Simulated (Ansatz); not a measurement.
**BH₄SF: geometry relaxation (part 2 of 2)**

Continued. System: BH₄SF. Method: RKS PBE0/def2-mTZVP (Ansatz 0.2.0). It belongs to a series of runs on one base structure; here: end point A relaxed.

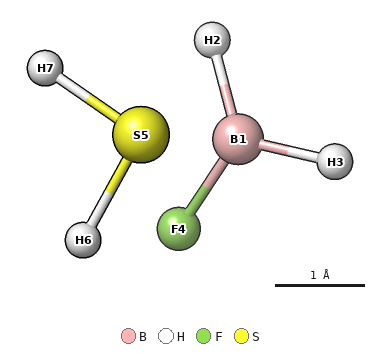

Figure 1. The geometry at step 17 of the log (ball-and-stick view, seen at a tilt; atoms are numbered from 1 in the order of the input).

Trajectory as extended XYZ, continued
```
7
Properties=species:S:1:pos:R:3:forces:R:3 step=8 energy=-14288.43037
B     0.0297    0.2018   -0.0497    0.3464  -0.0710   0.4492
H    -0.1442    0.4928    1.1043    0.0463   0.0867  -0.1055
H     1.0942    0.2861   -0.5854    0.0264   0.0329  -0.0152
F    -1.0503    0.0990   -0.8149   -0.4209  -0.0305  -0.3336
S     0.3559   -2.2710    0.6312   -0.2665   0.0990   0.4096
H    -0.8935   -2.6641    0.2859    0.0907   0.0272  -0.0391
H    -0.0404   -1.9819    1.9069    0.1776  -0.1444  -0.3656
7
Properties=species:S:1:pos:R:3:forces:R:3 step=9 energy=-14288.43684
B     0.0193    0.1550   -0.0293    0.7444   0.1371  -0.2729
H    -0.1540    0.5850    1.0553   -0.0421   0.0743   0.5118
H     1.0980    0.2527   -0.5720   -0.2604  -0.0867   0.1044
F    -1.0586    0.0532   -0.8112   -0.4009  -0.1671  -0.3199
S     0.3487   -2.1898    0.6333   -0.1979   0.0281   0.3274
H    -0.8929   -2.5709    0.2531    0.0582   0.0054  -0.0037
H    -0.0092   -2.1225    1.9489    0.0987   0.0087  -0.3470
7
Properties=species:S:1:pos:R:3:forces:R:3 step=10 energy=-14288.43836
B     0.0343    0.1619   -0.0313    0.0202  -0.2738   0.2032
H    -0.1443    0.5744    1.0819    0.0232   0.1414  -0.0771
H     1.0998    0.2496   -0.5784   -0.1084   0.0845  -0.0099
F    -1.0597   -0.0271   -0.7995   -0.0478   0.1887  -0.1371
S     0.3309   -2.1236    0.6295    0.0842  -0.2537   0.0859
H    -0.8970   -2.5295    0.2389    0.0121   0.0356  -0.0354
H    -0.0126   -2.1428    1.9373    0.0164   0.0772  -0.0295
7
Properties=species:S:1:pos:R:3:forces:R:3 step=11 energy=-14288.45245
B     0.0332    0.1508   -0.0268   -0.2945   0.0250  -0.0373
H    -0.1410    0.5676    1.0896    0.0146  -0.0629  -0.1023
H     1.0897    0.2538   -0.5750    0.0333  -0.0102  -0.0376
F    -1.0673    0.0251   -0.8119    0.2573   0.0063   0.1859
S     0.3491   -2.1886    0.6294   -0.0792   0.0451   0.1608
H    -0.8898   -2.5659    0.2434    0.0157   0.0066  -0.0206
H    -0.0224   -2.0800    1.9297    0.0529  -0.0100  -0.1489
7
Properties=species:S:1:pos:R:3:forces:R:3 step=12 energy=-14288.45551
B     0.0314    0.1455   -0.0242   -0.0006   0.0107  -0.0031
H    -0.1279    0.5607    1.0904    0.0029  -0.0001  -0.0102
H     1.0841    0.2485   -0.5864   -0.0140  -0.0056  -0.0008
F    -1.0711    0.0187   -0.7941    0.0151  -0.0072   0.0205
S     0.3518   -2.1766    0.6396   -0.0001   0.0038   0.0111
H    -0.8749   -2.5620    0.2257    0.0008  -0.0019  -0.0104
H    -0.0420   -2.0720    1.9274   -0.0040   0.0004  -0.0071
7
Properties=species:S:1:pos:R:3:forces:R:3 step=13 energy=-14288.45616
B     0.0323    0.1442   -0.0215    0.0593  -0.0026  -0.0032
H    -0.1150    0.5667    1.0909    0.0022   0.0080   0.0149
H     1.0791    0.2449   -0.5960   -0.0195  -0.0042   0.0057
F    -1.0768    0.0107   -0.7781   -0.0464   0.0025  -0.0210
S     0.3551   -2.1719    0.6468    0.0121  -0.0027  -0.0064
H    -0.8619   -2.5632    0.2096    0.0090   0.0012  -0.0028
H    -0.0614   -2.0685    1.9266   -0.0167  -0.0023   0.0129
7
Properties=species:S:1:pos:R:3:forces:R:3 step=14 energy=-14288.45493 accepted=F
B     0.0387    0.1333   -0.0050    0.2844  -0.0594  -0.0609
H    -0.0053    0.6035    1.0971    0.0016   0.0308   0.0067
H     1.0352    0.2126   -0.6811   -0.1568  -0.0190   0.1091
F    -1.1312   -0.0312   -0.6548   -0.1653   0.0658  -0.0698
S     0.3881   -2.1356    0.7152   -0.5026  -0.1290   0.0566
H    -0.7451   -2.5772    0.0791    0.4430   0.1573   0.2819
H    -0.2290   -2.0425    1.9277    0.0958  -0.0464  -0.3235
7
Properties=species:S:1:pos:R:3:forces:R:3 step=15 energy=-14288.45759
B     0.0328    0.1355   -0.0173    0.0707  -0.0017   0.0185
H    -0.0905    0.5701    1.0933    0.0029   0.0196   0.0105
H     1.0668    0.2315   -0.6146   -0.0098   0.0037  -0.0045
F    -1.0925   -0.0016   -0.7502   -0.0573   0.0007  -0.0234
S     0.3670   -2.1605    0.6643   -0.0025  -0.0038  -0.0161
H    -0.8317   -2.5486    0.1760    0.0180  -0.0164   0.0037
H    -0.1005   -2.0635    1.9269   -0.0219  -0.0020   0.0113
7
Properties=species:S:1:pos:R:3:forces:R:3 step=16 energy=-14288.46180
B     0.0375    0.1278   -0.0080    0.0234   0.0078  -0.0021
H    -0.0291    0.5973    1.0958    0.0087  -0.0092  -0.0333
H     1.0415    0.2114   -0.6597   -0.0401  -0.0169   0.0165
F    -1.1256   -0.0173   -0.6847    0.0044   0.0244   0.0222
S     0.3844   -2.1387    0.7009   -0.2259  -0.0301   0.0633
H    -0.7627   -2.5629    0.1087    0.1864   0.0397   0.0931
H    -0.1945   -2.0549    1.9253    0.0430  -0.0156  -0.1598
7
Properties=species:S:1:pos:R:3:forces:R:3 step=17 energy=-14288.45970 accepted=F
B     0.0377    0.1251    0.0049    0.1191  -0.0391  -0.0664
H     0.0580    0.6336    1.0971    0.0016  -0.0341  -0.1102
H     1.0036    0.1667   -0.7194   -0.1780   0.0022   0.1140
F    -1.1722   -0.0148   -0.5906    0.0572   0.0550   0.0615
S     0.4041   -2.1031    0.7528   -0.7584  -0.1670   0.0848
H    -0.6519   -2.6072    0.0230    0.5309   0.2303   0.3770
H    -0.3279   -2.0374    1.9106    0.2278  -0.0474  -0.4607
7
Properties=species:S:1:pos:R:3:forces:R:3 step=18 energy=-14288.46837
B     0.0336    0.1192    0.0003    0.1212  -0.0220   0.0133
H     0.0087    0.6070    1.0963    0.0163   0.0218   0.0046
H     1.0218    0.1718   -0.6774   -0.0256   0.0353  -0.0127
F    -1.1489    0.0001   -0.6441   -0.0935   0.0017  -0.0233
S     0.3899   -2.1061    0.7179   -0.1438  -0.0433   0.0527
H    -0.7023   -2.5900    0.0770    0.1149   0.0251   0.0499
H    -0.2515   -2.0391    1.9083    0.0105  -0.0186  -0.0845
7
Properties=species:S:1:pos:R:3:forces:R:3 step=19 energy=-14288.47418
B     0.0415    0.1110    0.0016    0.0311   0.1466   0.0349
H     0.0579    0.6233    1.0881    0.0243  -0.0320   0.0143
H     1.0009    0.1853   -0.7163   -0.0120  -0.1104   0.0152
F    -1.1664    0.0053   -0.6007   -0.0604  -0.0506  -0.0074
S     0.3886   -2.0951    0.7523   -0.1148  -0.0110  -0.0255
H    -0.6472   -2.6192    0.0509    0.1221   0.0392   0.0530
H    -0.3239   -2.0478    1.9023    0.0095   0.0182  -0.0845
7
Properties=species:S:1:pos:R:3:forces:R:3 step=20 energy=-14288.48693
B     0.0410    0.1108    0.0132    0.0031  -0.0610   0.0248
H     0.1216    0.6455    1.0894    0.0193  -0.0077  -0.0775
H     0.9706    0.1313   -0.7511   -0.0817  -0.0021   0.0376
F    -1.2004    0.0023   -0.5261    0.0294   0.0543   0.0196
S     0.3933   -2.0551    0.7832   -0.2555  -0.1066   0.0259
H    -0.5529   -2.6448    0.0009    0.2091   0.1226   0.1370
H    -0.4218   -2.0273    1.8689    0.0763   0.0005  -0.1674
7
Properties=species:S:1:pos:R:3:forces:R:3 step=21 energy=-14288.48757
B     0.0355    0.0879    0.0327   -0.0006   0.0698  -0.0167
H     0.2143    0.6794    1.0757   -0.0165  -0.1254  -0.1955
H     0.9130    0.0556   -0.7991   -0.1593   0.0234   0.1043
F    -1.2500    0.0308   -0.4239    0.2462  -0.0388   0.1200
S     0.4069   -2.0158    0.8428   -0.8777  -0.2021  -0.0345
H    -0.4020   -2.6695   -0.0646    0.4148   0.3185   0.4637
H    -0.5662   -2.0055    1.8147    0.3932  -0.0454  -0.4413
7
Properties=species:S:1:pos:R:3:forces:R:3 step=22 energy=-14288.51786
B     0.0355    0.0734    0.0426   -0.0264  -0.0355   0.0235
H     0.2809    0.6820    1.0505   -0.0104   0.0248   0.0015
H     0.8683    0.0203   -0.8233   -0.0124  -0.0118  -0.0198
F    -1.2683    0.0401   -0.3549    0.0465   0.0069   0.0230
S     0.3765   -1.9711    0.8764    0.0506   0.0220  -0.0136
H    -0.2937   -2.6662   -0.0699   -0.0153   0.0001   0.0300
H    -0.6479   -2.0157    1.7569   -0.0326  -0.0065  -0.0445
7
Properties=species:S:1:pos:R:3:forces:R:3 step=23 energy=-14288.52020
B     0.0353    0.0616    0.0524    0.0285   0.0161  -0.0051
H     0.3064    0.6881    1.0449    0.0020  -0.0022  -0.0228
H     0.8462   -0.0042   -0.8360   -0.0138   0.0119   0.0159
F    -1.2771    0.0455   -0.3188   -0.0018  -0.0165   0.0119
S     0.3778   -1.9531    0.8898   -0.0307  -0.0149   0.0021
H    -0.2478   -2.6681   -0.0718    0.0143   0.0005  -0.0071
H    -0.6893   -2.0069    1.7177    0.0016   0.0050   0.0050
7
Properties=species:S:1:pos:R:3:forces:R:3 step=24 energy=-14288.52018 accepted=F
B     0.0367    0.0628    0.0525    0.0491   0.0068   0.0048
H     0.3089    0.6917    1.0433   -0.0128  -0.0120  -0.0254
H     0.8458   -0.0016   -0.8377   -0.0290   0.0036   0.0168
F    -1.2772    0.0316   -0.3113    0.0058   0.0000   0.0070
S     0.3805   -1.9633    0.8956    0.0260   0.0368  -0.0084
H    -0.2486   -2.6596   -0.0749   -0.0048  -0.0293  -0.0315
H    -0.6947   -1.9988    1.7108   -0.0343  -0.0059   0.0367
7
Properties=species:S:1:pos:R:3:forces:R:3 step=25 energy=-14288.52047
B     0.0373    0.0627    0.0526    0.0028   0.0079  -0.0032
H     0.3101    0.6925    1.0418    0.0028  -0.0070  -0.0052
H     0.8448   -0.0009   -0.8381   -0.0046  -0.0044   0.0073
F    -1.2766    0.0404   -0.3130   -0.0061  -0.0006   0.0024
S     0.3753   -1.9555    0.8924    0.0045  -0.0047   0.0049
H    -0.2445   -2.6696   -0.0736    0.0037   0.0047  -0.0008
H    -0.6951   -2.0069    1.7162   -0.0031   0.0041  -0.0053
```

This output came from the following input.

Input file
```yaml
crystal:
  periodic: [false, false, false]
  atoms:
    - { symbol: B, position_ang: [0.034251, 0.299958, -0.036638] }
    - { symbol: H, position_ang: [-0.150157, 0.274477, 1.142698] }
    - { symbol: H, position_ang: [1.106964, 0.445115, -0.537055] }
    - { symbol: F, position_ang: [-1.031034, 0.232107, -0.818678] }
    - { symbol: S, position_ang: [0.339802, -2.660214, 0.785782] }
    - { symbol: H, position_ang: [-0.940632, -2.879123, 0.414208] }
    - { symbol: H, position_ang: [-0.007795, -1.54952, 1.527981] }
basis:
  gaussian: { orbitals: def2-mTZVP }
hamiltonian:
  xc: pbe0
relax:
  f_tol: 0.03
  max_steps: 50
```

Launch command:
```bash
ansatz run input.yaml --threads 1 --pin off --max-ram 2048MiB --backend cpu --events-out ev --progress --plain --runs-dir out
```

Key numbers

- outcome: converged
- total energy: −14288.5205 eV
- mean-field energy: −14288.5205 eV
- largest force (length of the vector) at the end: 0.010 eV/Å
- hardware: 1 thread of Arm Neoverse V1, 24 GiB of memory available, shared host
- wall time: 60 s
- peak memory: 0.14 GiB
